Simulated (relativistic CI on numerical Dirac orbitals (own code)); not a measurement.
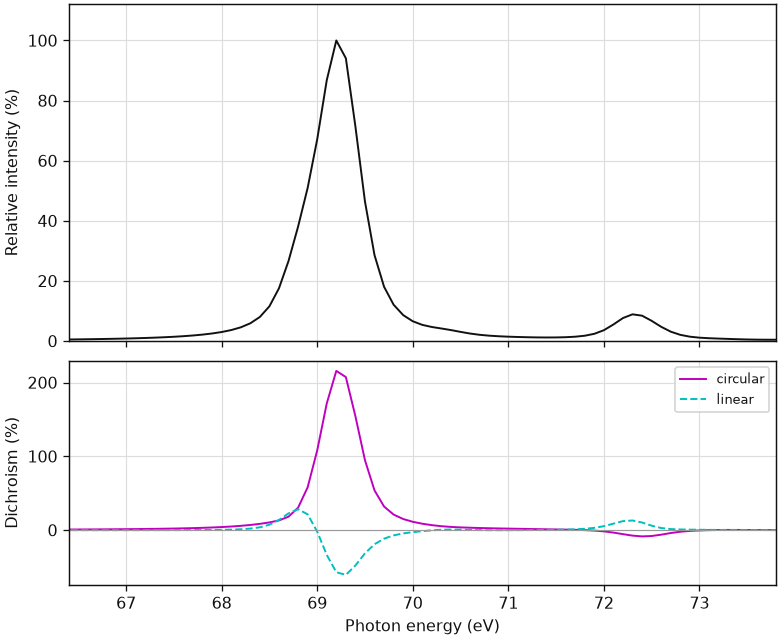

Computed core-level spectrum (absorption) of an ion of charge +2 in no crystal field (free ion). Multiplet model: relativistic Dirac–Coulomb–Breit theory, one configuration a step, Slater integrals scaled by 0.8, 10 K, Voigt broadening (Lorentzian 0.3 eV, Gaussian 0.3 eV full widths), computed with a radial Dirac CI code. Dichroism is for the ground state at zero temperature, magnetised by an exchange field of 10 meV on Sz (linear: z less the mean of x and y).

### Which element and which edge or line is it?

N₆,₇ X-ray absorption of Pt²⁺, initial configuration [Xe] 4f¹⁴ 5d⁸. The main maxima lie at 69.2 eV (100) and 72.3 eV (9), heights in % of the largest; the centroid is at 69.4 eV. The lower edge holds 0.93 of the intensity (branching ratio, edges parted at 72 eV), and the core spin-orbit splitting of the orbitals is 3.55 eV. The ground state has S = 0.97. The circular dichroism (Δm = −1 less Δm = +1) is largest at 69.2 eV, 216 % of the isotropic maximum; its integrals over the lower and upper edge are 0.537 and −0.027 of the sum over the three polarisations. The magnetised ground state has ⟨Lz⟩ = −3.04 and ⟨Sz⟩ = −0.96.

Note: free-ion energies, so absolute edge positions are off by a few eV from solids.
